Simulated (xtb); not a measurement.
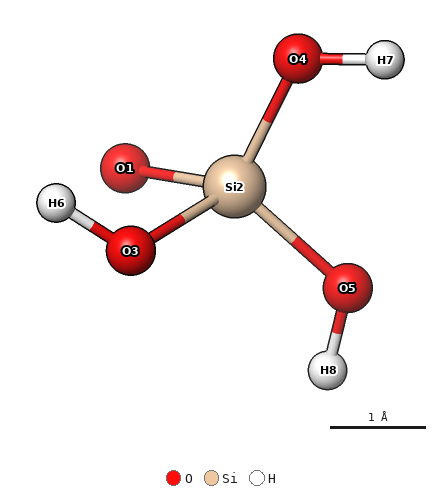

Fig. 1: The structure as given in the input (ball-and-stick view, seen at a tilt; atoms are numbered from 1 in the order of the input).

# Calculation of the molecule and its ions, with input and output: SiH$_{3}$O$_{4}$

- system: SiH$_{3}$O$_{4}$, multiplicity 2
- method: GFN1-xTB (xtb 6.7.1)

The geometry was optimised with GFN2-xTB.

### Input (coord)
```
$coord
     -2.311342920291      0.313052029806      2.465468983016  o
     -0.495958621408      0.094448511709      0.098360244787  si
      2.026032069995     -0.025662480772      2.009496966405  o
     -0.411166610196      2.503584758949     -1.763756981158  o
     -0.461527811417     -2.409533089727     -1.651356071265  o
      2.214815709845      1.300093779220      3.221548405478  h
     -0.077100825885      2.253309431004     -3.516062222001  h
     -0.483977757778     -4.029122864837     -0.863699325260  h
$end
```

Run as:
```bash
xtb coord --vipea --uhf 1 --acc 0.001 --gfn 2 --parallel 1 > xtb.out
```

### Log
```
* xtb version 6.7.1
   ID    Z sym.   atoms
    1    8 o      1, 3-5
    2   14 si     2
    3    1 h      6-8

           -------------------------------------------------
          |                Calculation Setup                |
           -------------------------------------------------

          program call               : xtb coord --vipea --uhf 1 --acc 0.001 --gfn 2 --parallel 1
          coordinate file            : coord
          omp threads                :                     1

           -------------------------------------------------
          |                 G F N 1 - x T B                 |
           -------------------------------------------------

      * Hamiltonian:
        H0-scaling (s, p, d)           1.850000    2.250000    2.000000
        zeta-weighting                 0.000000
      * Dispersion:
        s8                             2.400000
        a1                             0.630000
        a2                             5.000000
        s9                             0.000000
      * Repulsion:
        kExp                           1.500000
        rExp                           1.000000
      * Coulomb:
        alpha                          2.000000
        third order                    atomic
        anisotropic                    false
      * Halogen bond correction:
        rad-scale                      1.300000
        damping                        0.440000

          ...................................................
          :                      SETUP                      :
          :.................................................:
          :  # basis functions                  32          :
          :  # atomic orbitals                  31          :
          :  # shells                           17          :
          :  # electrons                        31          :
          :  # halogen bonds                     0          :
          :  max. iterations                   250          :
          :  Hamiltonian                  GFN1-xTB          :
          :  restarted?                      false          :
          :  GBSA solvation                  false          :
          :  PC potential                    false          :
          :  electronic temp.          300.0000000     K    :
          :  accuracy                    0.0010000          :
          :  -> integral cutoff          0.5500000E+02      :
          :  -> integral neglect         0.1000000E-10      :
          :  -> SCF convergence          0.1000000E-08 Eh   :
          :  -> wf. convergence          0.2000000E-07 e    :
          :  Broyden damping             0.4000000          :
          :  net charge                          0          :
          :  unpaired electrons                  1          :
          ...................................................

 iter      E             dE          RMSdq      gap      omega  full diag
   1    -22.5013487 -0.225013E+02  0.798E+00    9.55       0.0  T
   2    -22.5119100 -0.105612E-01  0.468E+00    9.36       1.0  T
   3    -22.4234783  0.884317E-01  0.274E+00    9.14       1.0  T
   4    -22.5238507 -0.100372E+00  0.349E-01    9.11       1.0  T
   5    -22.5243655 -0.514749E-03  0.168E-01    9.26       1.0  T
   6    -22.5247215 -0.355981E-03  0.463E-02    9.26       1.0  T
   7    -22.5247451 -0.235811E-04  0.691E-03    9.27       5.1  T
   8    -22.5247449  0.124293E-06  0.344E-03    9.26      10.3  T
   9    -22.5247451 -0.166222E-06  0.621E-04    9.27      56.9  T
  10    -22.5247451 -0.410938E-08  0.188E-04    9.27     188.4  T
  11    -22.5247451 -0.369788E-09  0.995E-06    9.27    3553.2  T
  12    -22.5247451 -0.114397E-11  0.102E-06    9.27   34780.6  T
  13    -22.5247451 -0.142109E-13  0.441E-08    9.27  100000.0  T
  14    -22.5247451  0.000000E+00  0.347E-09    9.27  100000.0  T

   *** convergence criteria satisfied after 14 iterations ***

         #    Occupation            Energy/Eh            Energy/eV
      -------------------------------------------------------------
         1        2.0000           -0.7815188             -21.2662
       ...           ...                  ...                  ...
        10        2.0000           -0.5529211             -15.0457
        11        2.0000           -0.5330487             -14.5050
        12        2.0000           -0.5261855             -14.3182
        13        2.0000           -0.5225196             -14.2185
        14        2.0000           -0.5055970             -13.7580
        15        2.0000           -0.4987180             -13.5708
        16        1.0000           -0.4794855             -13.0475 (HOMO)
        17                         -0.1389922              -3.7822 (LUMO)
        18                         -0.1133663              -3.0849
        19                         -0.1072418              -2.9182
        20                         -0.0276138              -0.7514
        21                          0.0594755               1.6184
       ...                                ...                  ...
        31                          1.4019444              38.1488
      -------------------------------------------------------------
                  HL-Gap            0.3404933 Eh            9.2653 eV
             Fermi-level           -0.3991701 Eh          -10.8620 eV

 SCC (total)                   0 d,  0 h,  0 min,  0.021 sec
 SCC setup                      ...        0 min,  0.000 sec (  0.817%)
 Dispersion                     ...        0 min,  0.000 sec (  0.262%)
 classical contributions        ...        0 min,  0.000 sec (  0.129%)
 integral evaluation            ...        0 min,  0.005 sec ( 25.866%)
 iterations                     ...        0 min,  0.006 sec ( 28.539%)
 molecular gradient             ...        0 min,  0.009 sec ( 42.435%)
 printout                       ...        0 min,  0.000 sec (  1.753%)

         :::::::::::::::::::::::::::::::::::::::::::::::::::::
         ::                     SUMMARY                     ::
         :::::::::::::::::::::::::::::::::::::::::::::::::::::
         :: total energy             -22.395830518494 Eh    ::
         :: gradient norm              0.022630074862 Eh/a0 ::
         :: HOMO-LUMO gap              9.265294288245 eV    ::
         ::.................................................::
         :: SCC energy               -22.524745097546 Eh    ::
         :: -> electrostatic           0.122933902110 Eh    ::
         :: repulsion energy           0.131003939735 Eh    ::
         :: dispersion energy         -0.002089360682 Eh    ::
         :: halogen bond corr.         0.000000000000 Eh    ::
         :: add. restraining           0.000000000000 Eh    ::
         :: total charge               0.000000000000 e     ::
         :::::::::::::::::::::::::::::::::::::::::::::::::::::

           -------------------------------------------------
          |        vertical delta SCC IP calculation        |
           -------------------------------------------------

 iter      E             dE          RMSdq      gap      omega  full diag
   1    -21.8352509 -0.218353E+02  0.255E+00    0.52       0.0  T
   2    -21.2224766  0.612774E+00  0.641E+00    0.13       1.0  T
   3    -21.8632812 -0.640805E+00  0.179E+00    0.21       1.0  T
   4    -21.8656259 -0.234471E-02  0.169E+00    0.06       1.0  T
   5    -21.8723904 -0.676450E-02  0.145E+00    0.24       1.0  T
   6    -21.8439743  0.284161E-01  0.183E+00    0.02       1.0  T
   7    -21.7012954  0.142679E+00  0.346E+00    0.09       1.0  T
   8    -21.8495183 -0.148223E+00  0.185E+00    0.51       1.0  T
   9    -21.8670886 -0.175703E-01  0.147E+00    0.30       1.0  T
  10    -21.8775906 -0.105020E-01  0.120E+00    0.21       1.0  T
  11    -21.8783755 -0.784843E-03  0.118E+00    0.20       1.0  T
  12    -21.8994058 -0.210304E-01  0.328E-01    0.10       1.0  T
  13    -21.8999195 -0.513642E-03  0.268E-01    0.10       1.0  T
  14    -21.8998753  0.441277E-04  0.269E-01    0.07       1.0  T
  15    -21.9003557 -0.480348E-03  0.212E-01    0.10       1.0  T
  16    -21.9008878 -0.532127E-03  0.118E-01    0.08       1.0  T
  17    -21.9010666 -0.178764E-03  0.597E-02    0.09       1.0  T
  18    -21.9011189 -0.523666E-04  0.228E-02    0.08       1.5  T
  19    -21.9011272 -0.822054E-05  0.657E-03    0.08       5.4  T
  20    -21.9011279 -0.732703E-06  0.802E-04    0.08      44.1  T
  21    -21.9011279 -0.110049E-07  0.143E-05    0.08    2474.3  T
  22    -21.9011279  0.910916E-10  0.736E-05    0.08     480.1  T
  23    -21.9011279 -0.896883E-10  0.154E-05    0.08    2299.1  T
  24    -21.9011279 -0.393285E-11  0.168E-06    0.08   21027.0  T
  25    -21.9011279 -0.106581E-13  0.873E-07    0.08   40505.5  T
  26    -21.9011279 -0.284217E-13  0.227E-07    0.08  100000.0  T
  27    -21.9011279  0.177636E-13  0.228E-08    0.08  100000.0  T
  28    -21.9011279 -0.426326E-13  0.140E-08    0.08  100000.0  T
     SCC iter.                  ...        0 min,  0.013 sec
     gradient                   ...        0 min,  0.009 sec
------------------------------------------------------------------------
empirical IP shift (eV):    4.8455
delta SCC IP (eV):   12.1240
------------------------------------------------------------------------
           -------------------------------------------------
          |        vertical delta SCC EA calculation        |
           -------------------------------------------------

 iter      E             dE          RMSdq      gap      omega  full diag
   1    -22.7280451 -0.227280E+02  0.421E+00   10.62       0.0  T
   2    -22.8323482 -0.104303E+00  0.181E+00    7.23       1.0  T
   3    -22.8386756 -0.632749E-02  0.137E+00    6.66       1.0  T
   4    -22.8458711 -0.719542E-02  0.800E-01    6.25       1.0  T
   5    -22.8468854 -0.101433E-02  0.189E-01    6.36       1.0  T
   6    -22.8469069 -0.214778E-04  0.308E-02    6.36       1.1  T
   7    -22.8469071 -0.247793E-06  0.770E-03    6.38       4.6  T
   8    -22.8469079 -0.797724E-06  0.125E-03    6.37      28.2  T
   9    -22.8469079 -0.251695E-07  0.138E-04    6.37     255.4  T
  10    -22.8469079 -0.131681E-09  0.593E-05    6.37     596.7  T
  11    -22.8469079 -0.230713E-10  0.133E-05    6.37    2656.2  T
  12    -22.8469079 -0.157740E-11  0.268E-06    6.37   13213.0  T
  13    -22.8469079 -0.781597E-13  0.521E-08    6.37  100000.0  T
  14    -22.8469079  0.213163E-13  0.960E-09    6.37  100000.0  T
     SCC iter.                  ...        0 min,  0.005 sec
     gradient                   ...        0 min,  0.007 sec
------------------------------------------------------------------------
empirical EA shift (eV):    4.8455
delta SCC EA (eV):    3.9210
------------------------------------------------------------------------
           -------------------------------------------------
          |                Property Printout                |
           -------------------------------------------------

    * Orbital Energies and Occupations

         #    Occupation            Energy/Eh            Energy/eV
      -------------------------------------------------------------
         1        2.0000           -0.5408906             -14.7184
       ...           ...                  ...                  ...
         4        2.0000           -0.4241156             -11.5408
         5        2.0000           -0.3984934             -10.8436
         6        2.0000           -0.3913639             -10.6496
         7        2.0000           -0.3633383              -9.8869
         8        2.0000           -0.3212256              -8.7410
         9        2.0000           -0.3127418              -8.5101
        10        2.0000           -0.3054845              -8.3127
        11        2.0000           -0.2995246              -8.1505
        12        2.0000           -0.2850117              -7.7556
        13        2.0000           -0.2622942              -7.1374
        14        2.0000           -0.2047203              -5.5707
        15        2.0000           -0.1937697              -5.2727
        16        2.0000           -0.1642839              -4.4704 (HOMO)
        17                          0.0696369               1.8949 (LUMO)
        18                          0.0849656               2.3120
        19                          0.1203339               3.2745
        20                          0.2133598               5.8058
        21                          0.3011380               8.1944
        22                          0.3218275               8.7574
        23                          0.3998580              10.8807
        24                          0.5221222              14.2077
        25                          0.5801066              15.7855
        26                          0.6373150              17.3422
        27                          0.6748147              18.3626
       ...                                ...                  ...
        31                          1.6551952              45.0402
      -------------------------------------------------------------
                  HL-Gap            0.2339208 Eh            6.3653 eV
             Fermi-level           -0.0473235 Eh           -1.2877 eV

  Mulliken/CM5 charges         n(s)   n(p)   n(d)
     1o    -0.69072 -0.69776   1.684  5.007  0.000
     2si    0.51586  0.48727   0.689  1.507  1.288
     3o    -0.60112 -0.77326   1.647  4.954  0.000
     4o    -0.55222 -0.72524   1.653  4.900  0.000
     5o    -0.56880 -0.74332   1.659  4.910  0.000
     6h     0.29277  0.47784   0.707  0.000  0.000
     7h     0.29768  0.48312   0.702  0.000  0.000
     8h     0.30656  0.49134   0.693  0.000  0.000

Wiberg/Mayer (AO) data.
largest (>0.10) Wiberg bond orders for each atom

 ---------------------------------------------------------------------------
     #   Z sym  total        # sym  WBO       # sym  WBO       # sym  WBO
 ---------------------------------------------------------------------------
     1   8 o    2.008 --     2 si   1.864
     2  14 si   5.351 --     1 o    1.864     4 o    1.185     5 o    1.168
                             3 o    1.082
     3   8 o    2.049 --     2 si   1.082     6 h    0.888
     4   8 o    2.138 --     2 si   1.185     7 h    0.889
     5   8 o    2.122 --     2 si   1.168     8 h    0.882
     6   1 h    0.942 --     3 o    0.888
     7   1 h    0.923 --     4 o    0.889
     8   1 h    0.922 --     5 o    0.882
 ---------------------------------------------------------------------------

Topologies differ in total number of bonds
Writing topology from bond orders to xtbtopo.mol

 dipole moment from electron density (au)
     X       Y       Z
   1.5866  -0.5047  -2.1039  total (Debye):    6.820

           -------------------------------------------------
          | TOTAL ENERGY              -22.717993354942 Eh   |
          | GRADIENT NORM               0.142185535780 Eh/α |
          | HOMO-LUMO GAP               6.365308905700 eV   |
           -------------------------------------------------

------------------------------------------------------------------------
------------------------------------------------------------------------
 total:
 *  cpu-time:     0 d,  0 h,  0 min,  0.082 sec
 * ratio c/w:     0.982 speedup
 SCF:
 *  cpu-time:     0 d,  0 h,  0 min,  0.065 sec
 * ratio c/w:     0.983 speedup
```

### Standard error
```
normal termination of xtb
```

### Summary

```tsv
quantity	value
outcome	converged
electrons treated	31
total energy	−22.395831 hartree
dispersion energy	−0.002089 hartree
basis functions	32
hardware	1 thread of Intel Xeon @ 2.50GHz (Skylake/Cascade Lake), 189 GiB of memory available, shared host
peak memory	0.071 GiB
```

### Notes

The record of the run, not the program, notes: no spin polarisation: high-spin states lie too high.
